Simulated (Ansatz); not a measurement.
C3H9NOW (SMILES C[N]=[W]([CH3])([CH3])=[O])

The calculation's input:

```
crystal:
  periodic: [false, false, false]
  atoms:
    - {symbol: C, position_ang: [-0.935421, -1.818300, 1.614748]}
    - {symbol: N, position_ang: [-0.504443, -0.888109, 0.633235]}
    - {symbol: W, position_ang: [0.418915, 0.493680, 0.094088]}
    - {symbol: C, position_ang: [1.719530, -0.212850, -1.425202]}
    - {symbol: C, position_ang: [-0.990401, 1.923766, -0.589800]}
    - {symbol: O, position_ang: [1.331730, 1.149130, 1.378466]}
    - {symbol: H, position_ang: [-0.476003, -1.621100, 2.590010]}
    - {symbol: H, position_ang: [-0.676802, -2.838171, 1.311522]}
    - {symbol: H, position_ang: [-2.023305, -1.772344, 1.730345]}
    - {symbol: H, position_ang: [2.351749, 0.607737, -1.782737]}
    - {symbol: H, position_ang: [1.121559, -0.594660, -2.260448]}
    - {symbol: H, position_ang: [2.371782, -1.021292, -1.086879]}
    - {symbol: H, position_ang: [-0.469444, 2.832090, -0.912971]}
    - {symbol: H, position_ang: [-1.542294, 1.505679, -1.439273]}
    - {symbol: H, position_ang: [-1.719254, 2.204046, 0.174195]}
basis:
  gaussian: {orbitals: def2-TZVPP}
hamiltonian: {xc: pbe0, dispersion: d4}
output: {orbitals: {seedname: orbitals}}
```

Launched as:

```sh
ansatz run in.yaml --threads 4 --pin off --events-out ev --progress --plain --max-ram 11315MiB
```

Geometry: PBE0-D4/def2-TZVP; core potentials replace the inner electrons of W.

Theory: RKS PBE0-D4/def2-TZVPP in Ansatz 0.2.0.

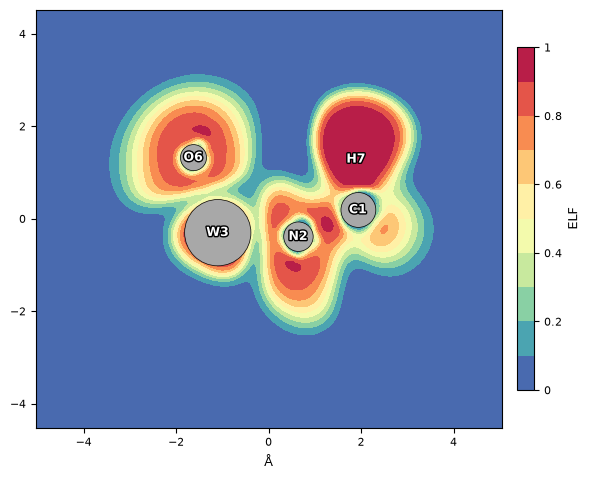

Figure 1. Electron localisation function on the plane of atoms N2, W3 and O6. Grey discs cover the atomic cores.

Q: What do the fields say about this system?

A: Atoms in the plane: C, N, W, O and H. C–N (1.42 Å): the ELF peaks at about 0.90 between the atoms (a shared electron pair). W–O (1.71 Å): the ELF peaks at about 0.80 in the valence shell of O, 0.5 Å from its nucleus, and drops to about 0.40 between the two atoms. W–N (1.75 Å): the ELF peaks at about 0.75 in the valence shell of N, 0.5 Å from its nucleus, and drops to about 0.35 between the two atoms. C–H (1.10 Å): the ELF climbs to about 1 towards the hydrogen, as it does in any bond to H (a covalent bond by its length).

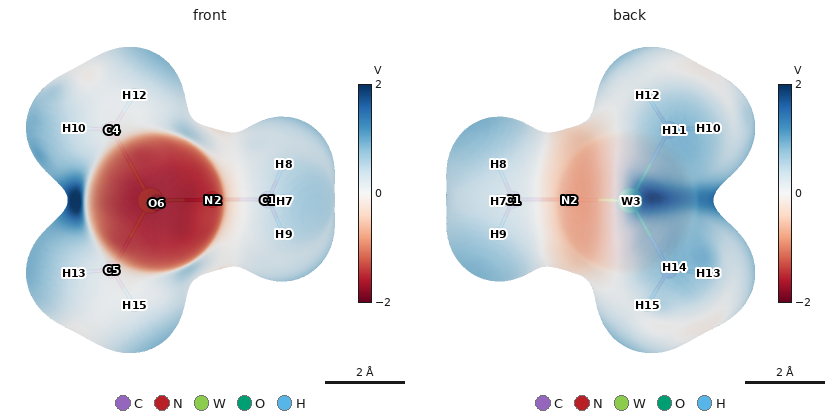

Figure 2. The electrostatic potential painted on the density surface at 0.002 e/bohr³, seen from the front and from behind; red is negative and blue positive.

Q: Describe the electrostatic potential map.

A: The most negative region (about −1.7 V, or −39 kcal/mol for a unit charge) lies over O6, the most positive (about +1.9 V, or +44 kcal/mol for a unit charge) over W3. O6 is the likeliest acceptor of a hydrogen bond.
